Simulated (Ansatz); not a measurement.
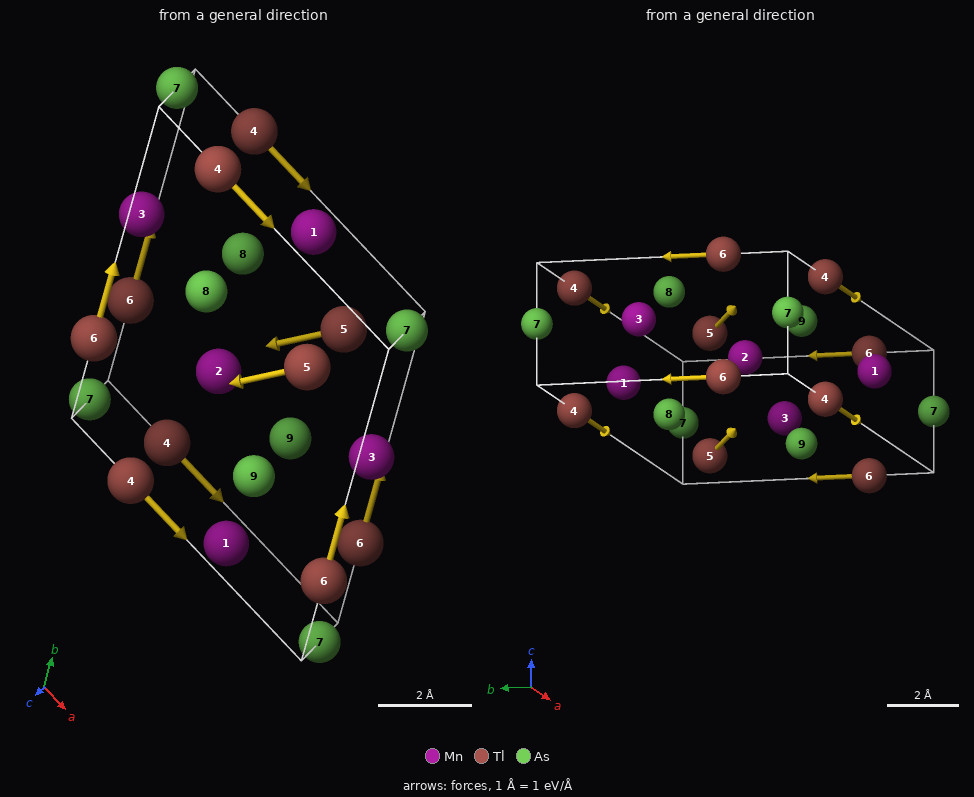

Shown here is a spheres-only view of the crystal, taken from two general directions. The parallelepiped is the simulation cell. The arrows are the computed forces on the atoms.

System: MnTlAs. The calculation used DFT, PAW plane waves, PBE in Ansatz 0.2.0, with a cutoff energy of 420 eV, Brillouin-zone sampling on a 6×6×9 mesh, Fermi-Dirac smearing of 0.1 eV, no spin polarisation (a spin-restricted run, not always the ground state).

Is the structure at a minimum of the energy?

No. The atoms still feel forces of up to about 1.3 eV/Å, far above a usual threshold of 0.01 to 0.03 eV/Å.

Which atom is furthest from force balance?

All Tl atoms, about 1.3 eV/Å.

The structure is a generated cell, made by putting these elements into a known structure type (the compound may or may not exist in this form); no relaxation was done. It went into a calculation with Ansatz.
